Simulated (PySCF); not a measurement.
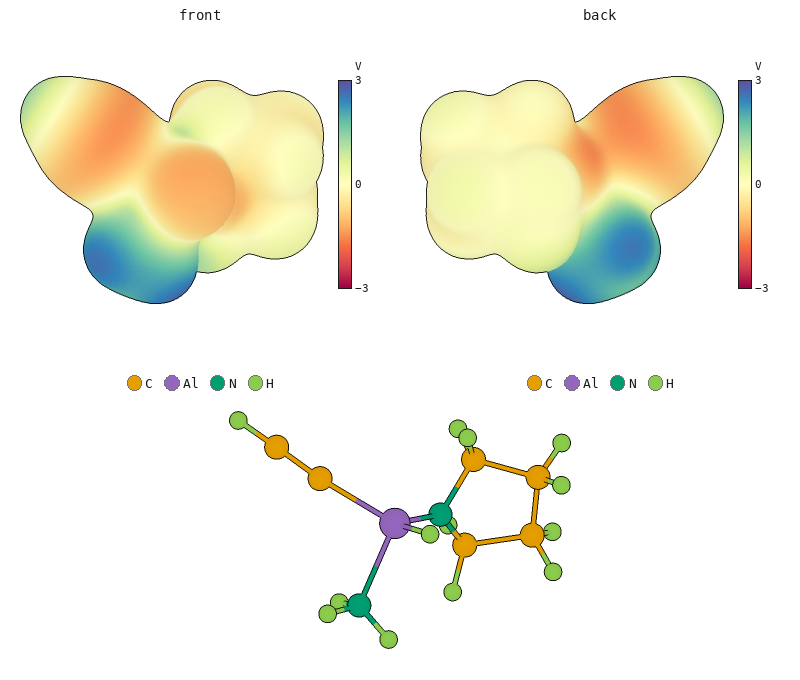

C6H13AlN2. The electrostatic potential painted on the density surface at 0.002 e/bohr³, seen from the front and from behind; red is negative and blue positive. The bare structure is drawn below in the same view.

Geometry: GFN2-xTB.

These are results of PBE0/pcSseg-1, SCF density, gas phase, non-relativistic in PySCF, not measurements.

Input

```
{"job": {"kind": "nmr", "xc": "PBE0", "basis": "pcSseg-1"}, "charge": 0, "multiplicity": 1}
C     -3.447528     1.982202     1.224471
C     -2.675659     1.087262     0.959504
Al    -1.329783    -0.319555     0.678459
N     -2.269663    -1.295599    -0.855724
N      0.215566     0.146600    -0.127421
C      1.114041     0.822019     0.790762
C      2.453451     0.079582     0.654993
C      2.400964    -0.509408    -0.766289
C      1.029939    -0.054176    -1.305436
H     -4.134927     2.753798     1.444382
H     -1.188154    -1.446599     1.734050
H     -1.819763    -2.150513    -1.169081
H     -2.299342    -0.635246    -1.628818
H     -3.223274    -1.506831    -0.579013
H      1.245948     1.877231     0.507641
H      0.702886     0.790903     1.804219
H      2.515424    -0.713903     1.398118
H      3.300148     0.750553     0.793598
H      2.447943    -1.597343    -0.732747
H      3.216777    -0.149977    -1.392304
H      1.154824     0.893467    -1.853960
H      0.579771    -0.785082    -1.981037
```

Command:

```sh
OMP_NUM_THREADS=1 python probes_run.py task.json out
```

### Where is the surface potential most negative and most positive?

The most negative region (about −1.5 V) lies over C1, C2 and N5, the most positive (about +2.7 V) over H12.

### What dipole moment does the calculation give?

Its dipole moment is 4.90 D.
